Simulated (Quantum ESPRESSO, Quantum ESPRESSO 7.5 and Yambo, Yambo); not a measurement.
# SrTiO3 (Tausonite): G0W0 on several meshes in Yambo

How does the mesh move the gap of SrTiO3 (Tausonite)?

Calculated with Quantum ESPRESSO 7.5 and Yambo 5.3.0; PBE and many-body steps on it, plane waves.

## (1) Starting point

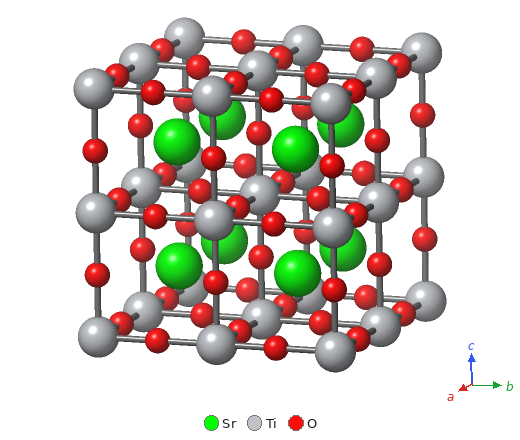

The starting structure, seen slightly off an axis (strontium green, titanium light grey, oxygen red). 2×2×2 cells are drawn. Some periodic images of atoms are drawn too.

The cell and positions come from the Crystallography Open Database and are kept as given unless a step says otherwise.

## (2) Empty states on the mesh, 4×4×4 mesh, 402 bands

This step: Quantum ESPRESSO 7.5; DFT, PBE, plane waves, norm-conserving pseudopotentials.

The sums over transitions need many empty states on a uniform mesh; this step solves for them.

Input file pw.in:

```
&control
  calculation = 'nscf'
  prefix = 'x'
  outdir = 'o'
  pseudo_dir = 'pseudo'
/
&system
  ibrav = 0
  nat = 5
  ntyp = 3
  ecutwfc = 76.0
  nbnd = 402
  force_symmorphic = .true.
/
&electrons
  conv_thr = 1e-9
  electron_maxstep = 80
  diago_full_acc = .true.
  diago_thr_init = 5e-6
/
ATOMIC_SPECIES
  Sr 87.62 Sr.upf
  Ti 47.867 Ti.upf
  O 15.999 O.upf
CELL_PARAMETERS angstrom
  3.9052800000 0.0000000000 0.0000000000
  0.0000000000 3.9052800000 0.0000000000
  0.0000000000 0.0000000000 3.9052800000
ATOMIC_POSITIONS crystal
  Sr 0.5000000000 0.5000000000 0.5000000000
  Ti 0.0000000000 0.0000000000 0.0000000000
  O 0.5000000000 0.0000000000 0.0000000000
  O 0.0000000000 0.5000000000 0.0000000000
  O 0.0000000000 0.0000000000 0.5000000000
K_POINTS automatic
  4 4 4 0 0 0
```

Command:

```
OMP_NUM_THREADS=1 mpirun -n 4 pw.x -nk 4 -in pw.in > pw.out
```

The log of the run:

```text
Program PWSCF v.7.5 starts

     This program is part of the open-source Quantum ESPRESSO suite
     for quantum simulation of materials; please cite
         "P. Giannozzi et al., J. Phys.:Condens. Matter 21 395502 (2009);
         "P. Giannozzi et al., J. Phys.:Condens. Matter 29 465901 (2017);
         "P. Giannozzi et al., J. Chem. Phys. 152 154105 (2020);
     in publications or presentations arising from this work. More details at

     Atomic positions and unit cell read from directory:
     o/x.save/

     Message from routine setup:
[...]
k = 0.0000 0.0000-0.5000 (  4484 PWs)   bands (ev):

[...]
54.5449  54.7979  54.8855  54.8855  55.5068  56.1918  56.1918  57.6651
     [... 39 further rows ...]
   193.5606 193.6019 193.6047 193.6669 193.6669 194.1554 194.5894 194.6985
   194.8577 194.8577

          k = 0.0000 0.2500 0.2500 (  4514 PWs)   bands (ev):

     [... further k-points ...]

     highest occupied, lowest unoccupied level (ev):    10.0469   11.9546

     XML data file, pseudopotentials, collected wavefunctions

=------------------------------------------------------------------------------=
   JOB DONE.
=------------------------------------------------------------------------------=
```

Elapsed: 71 s, on 4 MPI ranks of Intel Xeon 6975P-C (Granite Rapids), shared host; peak memory 0.93 GiB; 4.7 min of CPU time.

This step gave:

```
gap                                                           : 1.908 eV
k of the valence top                                          : -0.5, -0.5, -0.5
k of the conduction bottom                                    : 0, 0, 0
least direct gap                                              : 2.263 eV
k points computed                                             : 10
lowest point of the top converged band, above the valence top : 184.8108 eV
```

On this mesh the gap is 1.908 eV.

The density comes from a self-consistent run that is not shown.

## (3) Conversion and set-up

This step: Yambo 5.3.0; conversion and set-up on PBE, plane waves, norm-conserving pseudopotentials.

The states are converted to the many-body program's format and the q mesh is built.

Command:

```
(cd o/x.save; p2y > p2y.log; mv SAVE ../..); yambo > setup.log
```

The log of the run:

```text
 Yambo, version 5.3.0

 [02] CORE Variables Setup
 =========================

  [02.01] Unit cells
  ==================

  Cell kind             :  CUB
  Atoms in the cell     :  Sr  Ti  O
  number of Sr atoms    :  1
  number of Ti atoms    :  1
  number of O  atoms    :  3

  List of atomic masses
  Mass of Sr    :  87.62000
  Mass of Ti    :  47.86700
  Mass of O     :  15.99900

  List of atomic coordinates    : [cc]
  Sr1       :  3.689955  3.689955  3.689955  order 1
  Ti1       :  0.000000  0.000000  0.000000  order 2
  O1       :  3.689955  0.000000  0.000000  order 3
[...]
IBZ Q-points                                      :  10
 BZ  Q-points                                      :   64

 K/Q-points units:
 rlu = crystal or reduced units; cc = cartesian coordinates; iku = interal k-units

 Q [ 1]         [rlu]:  0.000000  0.000000  0.000000
 Q [ 2]         [rlu]:  0.000000  0.000000  0.250000
 Q [ 3]         [rlu]:  0.000000  0.000000 -0.500000
[...]
Q [ 8]         [rlu]:  0.250000  0.250000 -0.500000
 Q [ 9]         [rlu]:  0.250000 -0.500000 -0.500000
 Q [10]         [rlu]: -0.500000 -0.500000 -0.500000

  [03.01] X indexes
  =================

   [03.01.01] Sigma indexes
   ========================

 [06] Game Over & Game summary
```

It took 3.6 s on 1 MPI rank; peak memory 0.25 GiB.

## (4) 4×4×4

Now the one-shot GW correction: screening in the RPA, then the self-energy of the levels asked for.

This step: G0W0 on PBE, plane waves, norm-conserving pseudopotentials.

Input file gw2.in:

```
HF_and_locXC
gw0
dyson
ppa
em1d
rim_cut
RandQpts= 1000000
RandGvec= 1 RL
EXXRLvcs= 76 Ry
VXCRLvcs= 304 Ry
Chimod= "HARTREE"
% BndsRnXp
 1 | 176 |
%
NGsBlkXp= 13 Ry
% LongDrXp
 1 | 1 | 1 |
%
% GbndRnge
 1 | 176 |
%
DysSolver= "n"
ExtendOut
PPAPntXp= 27.21138 eV
% QPkrange
 10 | 10 | 19 | 22 |
 1 | 1 | 19 | 22 |
%
```

Command:

```
OMP_NUM_THREADS=1 mpirun -n 4 yambo -F gw2.in -J gw2 -C gw2 > gw2.log
```

The log of the run:

```text
 Yambo, version 5.3.0

 [02] CORE Variables Setup
 =========================

  [... cell, symmetries and grids as in the set-up ...]

  [02.05] Energies & Occupations
  ==============================

  [X] === General ===
  [X] Electronic Temperature                        :  0.000000  0.000000 [eV K]
  [X] Bosonic    Temperature                        :  0.000000  0.000000 [eV K]
  [X] Finite Temperature mode                       : no
  [X] El. density                                   :  0.67159E+24 [cm-3]
  [X] Fermi Level                                   :  10.04689 [eV]

  [X] === Gaps and Widths ===
  [X] Conduction Band Min                           :  1.907663 [eV]
  [X] Valence Band Max                              :  0.000000 [eV]
  [X] Filled Bands                                  :  20
  [X] Empty Bands                                   :    21   402
  [X] Direct Gap                                    :  2.262791 [eV]
  [X] Direct Gap localized at k                     :  1
  [X] Indirect Gap                                  :  1.907663 [eV]
  [X] Indirect Gap between kpts                     :  10   1
  [X] Last valence band width                       :  0.731989 [eV]
  [X] 1st conduction band width                     :  2.609048 [eV]

 [03] Transferred momenta grid and indexing
 ==========================================

 IBZ Q-points                                      :  10
 BZ  Q-points                                      :   64

 K/Q-points units:
 rlu = crystal or reduced units; cc = cartesian coordinates; iku = interal k-units

 Q [ 1]         [rlu]:  0.000000  0.000000  0.000000
 Q [ 2]         [rlu]:  0.000000  0.000000  0.250000
 Q [ 3]         [rlu]:  0.000000  0.000000 -0.500000
 Q [ 4]         [rlu]:  0.000000  0.250000  0.250000
 Q [ 5]         [rlu]:  0.000000  0.250000 -0.500000
 Q [ 6]         [rlu]:  0.000000 -0.500000 -0.500000
 Q [ 7]         [rlu]:  0.250000  0.250000  0.250000
 Q [ 8]         [rlu]:  0.250000  0.250000 -0.500000
 Q [ 9]         [rlu]:  0.250000 -0.500000 -0.500000
 Q [10]         [rlu]: -0.500000 -0.500000 -0.500000

 [04] Coloumb potential Random Integration (RIM)
 ===============================================

  [04.01] RIM initialization
  ==========================

  * Diagonal components only detected *

  8 x (sBL volume)        :  0.077143 [a.u.]
  sBZ random points       :  1000000
  Points outside the sBZ  :   7992674
  RL volume               :  0.617144 [a.u.]
  Integrated volume       :  0.617710 [a.u.]

  [04.02] RIM integrals
  =====================

  Gamma point sphere radius             :  0.077218 [a.u.]
  Points outside the sphere             :   799758
  [Int_sBZ(q=0) 1/q^2]*(Vol_sBZ)^(-1/3) =:  7.677921
                                 should be <:  7.795600

  Summary of Coulomb integrals for non-metallic bands |Q|[au] RIM/Bare

  Q [1] 0.100000E-4 0.984904 * Q [2] 0.212848 1.050352
  Q [4] 0.301012 1.048056 * Q [7] 0.368663 1.034451
  Q [3] 0.425695 1.019613 * Q [5] 0.475942 1.017752
  Q [8] 0.521368 1.015471 * Q [6] 0.602024 1.012155
  Q [9] 0.638543 1.010963 * Q [10] 0.737326 1.008585

 [WARNING] [Xp] User bands 1-176 break level degeneracy

 [05] Dipoles
 ============

  [05.01] Setup: observables and procedures
  =========================================

  [WARNING] [x,Vnl] slows the Dipoles computation. To neglect it rename the ns.kb_pp file

 [06] Dynamic Dielectric Matrix (PPA)
 ====================================

 [WR./gw2//ndb.pp]---------------------------------------------------------------
  Brillouin Zone Q/K grids (IBZ/BZ)                :   10   64   10   64
  RL vectors                                       :   5743 [WF]
  Coulomb cutoff potential                         : none
  Electronic Temperature                           :  0.000000 [K]
  Bosonic    Temperature                           :  0.000000 [K]
  PPA    diel. fun.  energies                      : Perdew, Burke & Ernzerhof(X)+Perdew, Burke & Ernzerhof(C)
[...]
Global Gauge                                     : length
  X matrix size                                    :   341
  X band range                                     :    1  176
  X e/h energy range                               : -1.000000 -1.000000 [eV]
  X Time ordering                                  : R
  X Hxc Kernel                                     : HARTREE
  X Drude frequency                                :  0.000000  0.000000
  X poles                                          :  100.0000 [o/o]
  RL vectors in the sum                            :   5743
  [r,Vnl] included                                 : yes
  Field direction                                  :  0.577350E-5  0.577350E-5  0.577350E-5
  BZ energy Double Grid                            : no
  BZ energy DbGd points                            : 0
  BZ Q point size factor                           : -1.000000
  X Optical Averaged directions                    : none

 [07] Local Exchange-Correlation + Non-Local Fock
 ================================================

 [VXC] Plane waves :   36041
 [EXS] Plane waves :   4553

 QP @ state[ 1 ] K range:  1  1
 QP @ state[ 1 ] b range:  19  22
 QP @ state[ 2 ] K range:  10  10
 QP @ state[ 2 ] b range:  19  22

 [xc] Functional : Perdew, Burke & Ernzerhof(X)+Perdew, Burke & Ernzerhof(C)
 [xc] LIBXC used to calculate xc functional
  PP Number of Atomic Species                      :  3
  NLCC RL compoments                               :   36041
  PP Number of Atomic Species                      :  3
  NLCC RL compoments                               :   36041

 [xc] E_xc :  -22.32465 [Ha]
      E_xc :  -44.64929 [Ry]

  Local XC kind (lXC) : Perdew, Burke & Ernzerhof(X)+Perdew, Burke & Ernzerhof(C)
  Non-Local XC kind (nlXC) : Hartree-Fock

  Corrections @ K [1] :  [eV]
 <19|nlXC|19> = -25.25794 -0.98148E-17 <19|lXC|19> = -20.54184  0.000000
 <20|nlXC|20> = -25.25795 -0.42540E-17 <20|lXC|20> = -20.54184  0.000000
 <21|nlXC|21> = -11.48491 -0.14837E-17 <21|lXC|21> = -18.88296  0.000000
 <22|nlXC|22> = -11.48491 -0.20954E-18 <22|lXC|22> = -18.88296  0.75527E-15

  Corrections @ K [10] :  [eV]
 <19|nlXC|19> = -25.09238 -0.10312E-16 <19|lXC|19> = -20.19479  0.000000
 <20|nlXC|20> = -25.09237  0.11991E-16 <20|lXC|20> = -20.19479  0.000000
 <21|nlXC|21> = -12.96587  0.21775E-18 <21|lXC|21> = -21.98334  0.000000
 <22|nlXC|22> = -12.96587 -0.14850E-18 <22|lXC|22> = -21.98334  0.37763E-15

  [07.01] Hartree-Fock occupations report
  =======================================

  [Hartree-Fock] === General ===
  [Hartree-Fock] Electronic Temperature             :  0.000000  0.000000 [eV K]
  [Hartree-Fock] Bosonic    Temperature             :  0.000000  0.000000 [eV K]
  [Hartree-Fock] Finite Temperature mode            : no
  [Hartree-Fock] El. density                        :  0.67159E+24 [cm-3]
  [Hartree-Fock] Fermi Level                        :  10.04689 [eV]

  [Hartree-Fock] === Gaps and Widths ===
  [Hartree-Fock] Conduction Band Min                :  1.989030 [eV]
  [Hartree-Fock] Valence Band Max                   : -0.043408 [eV]
  [Hartree-Fock] Filled Bands                       :  20
  [Hartree-Fock] Empty Bands                        :    21   402
  [Hartree-Fock] Direct Gap                         :  2.584165 [eV]
  [Hartree-Fock] Direct Gap localized at k          :  2
  [Hartree-Fock] Indirect Gap                       :  2.032438 [eV]
  [Hartree-Fock] Indirect Gap between kpts          :   9   2
  [Hartree-Fock] Last valence band width            :  5.027834 [eV]
  [Hartree-Fock] 1st conduction band width          :  11.54515 [eV]

 [08] Dyson equation: Newton solver
 ==================================

  [08.01] G0W0 (W PPA)
  ====================

  [  GW  ] Bands range     :    1  176
  [GW/PPA] G damping       :  0.100000 [eV]

  QP @ state[ 1 ] K range:  1  1
  QP @ state[ 1 ] b range:  19  22
  QP @ state[ 2 ] K range:  10  10
  QP @ state[ 2 ] b range:  19  22

   Sc/G bands                                       :    1  176
   Sc/G damping                                     :  0.100000 ev
   Sc bands terminator                              : no
   Sx RL components                                 :   4553

   QP @ state[ 1 ] K range                          :  1  1
   QP @ state[ 1 ] b range                          :  19  22
   QP @ state[ 2 ] K range                          :  10  10
   QP @ state[ 2 ] b range                          :  19  22
   GF energies kind                                 : Perdew, Burke & Ernzerhof(X)+Perdew, Burke & Ernzerhof(C)
   GF WF`s kind                                     : Perdew, Burke & Ernzerhof(X)+Perdew, Burke & Ernzerhof(C)
   Xs energies kind                                 : Perdew, Burke & Ernzerhof(X)+Perdew, Burke & Ernzerhof(C)
   Xs WF`s kind                                     : Perdew, Burke & Ernzerhof(X)+Perdew, Burke & Ernzerhof(C)

 [11] Game Over & Game summary
```

The job ended after 5.5 min (4 MPI ranks; peak memory 1.9 GiB).

Numbers from this step:

```yaml
g0w0_gap_on_the_points_computed: 3.475 eV
starting_gap_on_the_mesh: 1.908 eV
k_of_the_valence_top: -0.5, -0.5, -0.5
k_of_the_conduction_bottom: 0, 0, 0
least_direct_g0w0_gap_on_the_computed_points: 3.844 eV
z_at_the_valence_top: 0.7644
z_at_the_conduction_bottom: 0.7775
```

The gap on the mesh goes from 1.91 eV to 3.47 eV, a correction of +1.57 eV.

## (5) Empty states on the mesh, 2×2×2 mesh, 176 bands

This step: Quantum ESPRESSO 7.5; DFT, PBE, plane waves, norm-conserving pseudopotentials.

Edit pw.in of step 2 so:

```diff
@@ -11,3 +11,3 @@
   ecutwfc = 76.0
-  nbnd = 402
+  nbnd = 176
   force_symmorphic = .true.
@@ -35,2 +35,2 @@
 K_POINTS automatic
-  4 4 4 0 0 0
+  2 2 2 0 0 0
```

Command:

```
OMP_NUM_THREADS=1 mpirun -n 4 pw.x -nk 4 -in pw.in > pw.out
```

The log of the run:

```text
[banner, memory and clock lines left out]
Program PWSCF v.7.5 starts

     Atomic positions and unit cell read from directory:
     o/x.save/

     Message from routine setup:
     using ibrav=0 with symmetry is DISCOURAGED, use correct ibrav instead

     G-vector sticks info

     bravais-lattice index     =            0
     lattice parameter (alat)  =       7.3799  a.u.
     unit-cell volume          =     401.9325 (a.u.)^3
     number of atoms/cell      =            5
     number of atomic types    =            3
     number of electrons       =        40.00
[...]
[... 10 further rows ...]
[...]
k = 0.0000 0.0000-0.5000 (  4484 PWs)   bands (ev):

[...]
[... 10 further rows ...]
[...]
k = 0.0000-0.5000-0.5000 (  4500 PWs)   bands (ev):

[...]
[... 10 further rows ...]
   101.4685 101.4685 104.1801 104.5606 105.7756 105.7756 105.8926 105.8926
   106.9324 107.4399 108.0482 108.0482 109.5741 109.7489 109.7847 109.7847

          k =-0.5000-0.5000-0.5000 (  4632 PWs)   bands (ev):

     highest occupied, lowest unoccupied level (ev):    10.0469   11.9546

     XML data file, pseudopotentials, collected wavefunctions
```

Elapsed: 6.8 s, on 4 MPI ranks; peak memory 0.52 GiB; 23 s of CPU time.

Numbers from this step:

```
gap                                                           : 1.908 eV
k of the valence top                                          : -0.5, -0.5, -0.5
k of the conduction bottom                                    : 0, 0, 0
least direct gap                                              : 2.263 eV
k points computed                                             : 4
lowest point of the top converged band, above the valence top : 95.6501 eV
```

On this mesh the gap is 1.908 eV.

[end of part 1 of 2]

[Paths, hosts, dates, memory and timing lines, banners, echoed tables and standing remarks are left out of the program output.]

[Logs are printed without paths, hosts, clocks, repeated set-up lines and the standing remarks that a program may print on its own settings, such as how far it seeks lower states.]

[Runs of the session that timed out or met a known fault of the program may be left out.]

[Hosts, paths, dates, database ids (printed as entryN), source tags and the programs' standing remarks are cut or masked in the printed files.]
